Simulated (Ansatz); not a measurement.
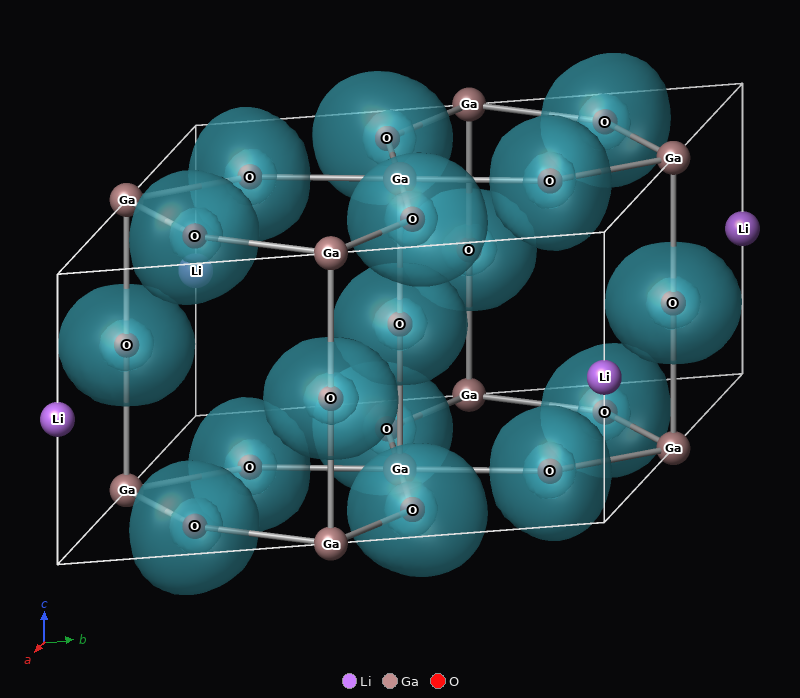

Figure 1: LiGa₃O₉. Isosurface of the ELF at 0.7 (cyan), seen slightly off an axis. Only the valence region is drawn (cores and ρ < 0.01 e/Å³ removed). Sticks mark near contacts.

Space group P6/mmm; a structure generated by program, which may or may not match a known phase; spin-polarised.

Method: DFT PBE, scalar-relativistic, plane waves, PAW in Ansatz.

```yaml
crystal:
  lattice:
    - [7.35837, 0.00000, 0.00000]
    - [-3.67918, 6.37253, 0.00000]
    - [0.00000, 0.00000, 3.90164]
  atoms:
    - { symbol: Li, position: [0.00000, 0.00000, 0.50000] }
    - { symbol: Ga, position: [0.50000, 0.00000, 0.00000] }
    - { symbol: Ga, position: [0.50000, 0.50000, 0.00000] }
    - { symbol: Ga, position: [0.00000, 0.50000, 0.00000] }
    - { symbol: O, position: [0.50000, 0.00000, 0.50000] }
    - { symbol: O, position: [0.59860, 0.79930, 0.00000] }
    - { symbol: O, position: [0.40140, 0.20070, 0.00000] }
    - { symbol: O, position: [0.20070, 0.79930, 0.00000] }
    - { symbol: O, position: [0.79930, 0.20070, 0.00000] }
    - { symbol: O, position: [0.50000, 0.50000, 0.50000] }
    - { symbol: O, position: [0.20070, 0.40140, 0.00000] }
    - { symbol: O, position: [0.79930, 0.59860, 0.00000] }
    - { symbol: O, position: [0.00000, 0.50000, 0.50000] }
```

### Where are the electrons localised?

The surface consists of nine regions wrapped around O (the valence shell of each), counted in one cell of 13 atoms. Any copies at cell faces, edges or corners count once. Profiles from the grid: Ga–O (1.94 Å): the ELF peaks at about 0.85 in the valence shell of O, 0.6 Å from its nucleus, and is about 0.35 at the midpoint. Li–O (3.22 Å): the ELF is about 0.10 at the midpoint and 0 at its lowest between the atoms; no localised pair shows between them.
